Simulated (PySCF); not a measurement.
# triplet H3O+ at 6 levels

We compute a comparison of 6 runs (U-revPBE/aug-cc-pVTZ, UBHLYP/aug-cc-pVTZ, UM06-2X/aug-cc-pVTZ, UM06-L/aug-cc-pVTZ, UPBE/aug-cc-pVTZ, USVWN5/aug-cc-pVTZ) of triplet H3O+. 

The calculation is run with PySCF 2.14.0.

## (1) The system as given

H3O+ has 4 atoms, charge +1, and is taken as a triplet. SMILES of the parent species: `[OH3+]`. Geometry: relaxed at GFN2-xTB. That shape belongs to the parent species and isn't relaxed for this state.

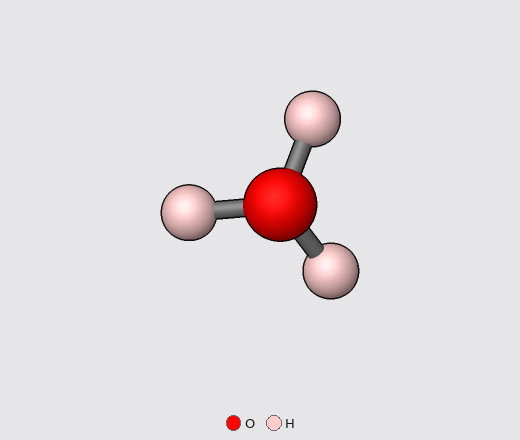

Viewed from a chosen angle; oxygen red, hydrogen pink.

## (2) A single-point energy at U-revPBE/aug-cc-pVTZ (run 1)

input.xyz reads:

```xyz
4

O      0.196050    -0.061020    -0.056900
H      0.214230     0.919440     0.016470
H     -0.413410    -0.366620    -0.765680
H      0.003130    -0.491800     0.806120
```

run.py reads:

```python
from pyscf import gto, dft

molecule = gto.M(
    atom='input.xyz',
    basis='aug-cc-pvtz',
    max_memory=1860,
    spin=2,
    verbose=3,
    charge=1,
)

myscf = dft.UKS(molecule, xc='revpbe')
myscf.grids.level = 5
myscf.conv_tol = 1e-10
myscf.kernel()
if not myscf.converged:
    myscf = myscf.newton().run(myscf.mo_coeff, myscf.mo_occ)

energy = myscf.e_tot
print('E = %.10f Eh' % energy)
```

On the command line:

```bash
$ OMP_NUM_THREADS=1 python run.py
```

Log:

```text
WARN: HOMO -0.0662838476437262 >= LUMO -0.447702881067778

WARN: HOMO -0.453887509399204 >= LUMO -0.950218122999463

WARN: HOMO -0.409098480340278 >= LUMO -0.821882414525092

WARN: HOMO -0.385515328240809 >= LUMO -0.781681338058796

WARN: HOMO -0.386387769776331 >= LUMO -0.77989524858959

WARN: HOMO -0.386251207710805 >= LUMO -0.779871518888374

WARN: HOMO -0.386308442793906 >= LUMO -0.779937516004999

WARN: HOMO -0.386312031416153 >= LUMO -0.779944112176057

WARN: HOMO -0.386311717369896 >= LUMO -0.779943580696244

WARN: HOMO -0.386311055171008 >= LUMO -0.779942372809895

WARN: HOMO -0.38631103783236 >= LUMO -0.779942373384269

converged SCF energy = -76.3178661310254  <S^2> = 2.0013855  2S+1 = 3.0009235
E = -76.3178661310 Eh
```

Run time: 13 s. Hardware: 1 thread of Arm Neoverse V2, shared host; peak memory 0.6 GiB.

## (3) The energy at UBHLYP/aug-cc-pVTZ (run 2)

input.xyz, as its differences from that of step 2:

```diff
@@ -1,3 +1,3 @@
 4
-
+H3O
 O      0.196050    -0.061020    -0.056900
```

input.py reads:

```python
from pyscf import gto, dft

mol = gto.Mole()
mol.atom = 'input.xyz'
mol.basis = 'aug-cc-pvtz'
mol.verbose = 3
mol.max_memory = 1860
mol.spin = 2
mol.charge = 1
mol.build()

mf = dft.UKS(mol, xc='bhandhlyp')
mf.conv_tol = 1e-10
mf.grids.level = 5
mf.kernel()
if not mf.converged:
    mf = mf.newton().run(mf.mo_coeff, mf.mo_occ)

e_final = mf.e_tot
print('E = %.10f Eh' % e_final)
```

On the command line:

```bash
$ OMP_NUM_THREADS=1 python input.py
```

Log:

```text
WARN: HOMO -0.0453396421450911 >= LUMO -0.515180565182074

WARN: HOMO -0.481843065729795 >= LUMO -0.85637767005425

WARN: HOMO -0.447234191839419 >= LUMO -0.682715035191263

WARN: HOMO -0.439243509733091 >= LUMO -0.640835651897067

WARN: HOMO -0.439778328719756 >= LUMO -0.637997099239371

WARN: HOMO -0.439655664680357 >= LUMO -0.63758439623853

WARN: HOMO -0.439662090215583 >= LUMO -0.637422316827433

WARN: HOMO -0.439671619243546 >= LUMO -0.637402035652876

WARN: HOMO -0.439673590751143 >= LUMO -0.637409806928449

WARN: HOMO -0.43967347297526 >= LUMO -0.63740935896038

WARN: HOMO -0.439673516416748 >= LUMO -0.637409419887984

converged SCF energy = -76.298502394721  <S^2> = 2.0019782  2S+1 = 3.0013185
E = -76.2985023947 Eh
```

It took 15 s on 1 thread of Arm Neoverse V2, shared host; peak memory 0.6 GiB.

Runs 3 to 5 aren't shown in full; the table further down has their settings and results.

## (4) A single-point energy at USVWN5/aug-cc-pVTZ (run 6)

geometry.xyz reads:

```xyz
4

O      0.196050    -0.061020    -0.056900
H      0.214230     0.919440     0.016470
H     -0.413410    -0.366620    -0.765680
H      0.003130    -0.491800     0.806120
```

job.py reads:

```python
from pyscf import gto, dft

mol = gto.M(
    atom='geometry.xyz',
    verbose=3,
    basis='aug-cc-pvtz',
    max_memory=1860,
    spin=2,
    charge=1,
)

myscf = dft.UKS(mol)
myscf.xc = 'svwn'
myscf.grids.level = 5
myscf.conv_tol = 1e-10
myscf.kernel()
if not myscf.converged:
    myscf = myscf.newton().run(myscf.mo_coeff, myscf.mo_occ)

energy = myscf.e_tot
print(f'total energy: {energy:.8f} hartree')
```

On the command line:

```bash
$ OMP_NUM_THREADS=1 python job.py
```

Log:

```text
WARN: HOMO -0.0658394564583595 >= LUMO -0.452978969572353

WARN: HOMO -0.450109062933546 >= LUMO -0.969590636011853

WARN: HOMO -0.409950830837888 >= LUMO -0.85722529275302

WARN: HOMO -0.387671292941615 >= LUMO -0.821690934871585

WARN: HOMO -0.388021100942931 >= LUMO -0.820139581342877

WARN: HOMO -0.387743059198288 >= LUMO -0.819969304152396

WARN: HOMO -0.38777138064521 >= LUMO -0.819989543753634

WARN: HOMO -0.387775285472124 >= LUMO -0.819995975491475

WARN: HOMO -0.387775365748839 >= LUMO -0.819996077427197

WARN: HOMO -0.387774973741692 >= LUMO -0.819995361447125

WARN: HOMO -0.387775005244883 >= LUMO -0.819995458796059

converged SCF energy = -75.7626111663801  <S^2> = 2.0007448  2S+1 = 3.0004965
total energy: -75.76261117 hartree
```

It took 11 s on 1 thread of Arm Neoverse V2, shared host; peak memory 0.41 GiB.

## (5) All runs side by side

```csv
run,level,energy (Eh),HOMO energy (eV),⟨S²⟩,wall time
1,U-revPBE/aug-cc-pVTZ,-76.317866,-10.51,2.001,13 s
2,UBHLYP/aug-cc-pVTZ,-76.298502,-11.96,2.002,15 s
3,UM06-2X/aug-cc-pVTZ,-76.287667,-12.15,2.002,42 s
4,UM06-L/aug-cc-pVTZ,-76.309269,-10.28,2.003,40 s
5,UPBE/aug-cc-pVTZ,-76.254779,-10.55,2.001,13 s
6,USVWN5/aug-cc-pVTZ,-75.762611,-10.55,2.001,11 s
```

## (6) What came out

| quantity | value |
| --- | --- |
| run 6: total energy | -75.76261 Eh |
| run 6: HOMO energy (highest over α and β) | -10.55 eV |
| run 6: ⟨S²⟩ | 2.001 |

Totals of different functionals can't be ranked against each other. All runs together took 2.2 min, the longest 42 s.
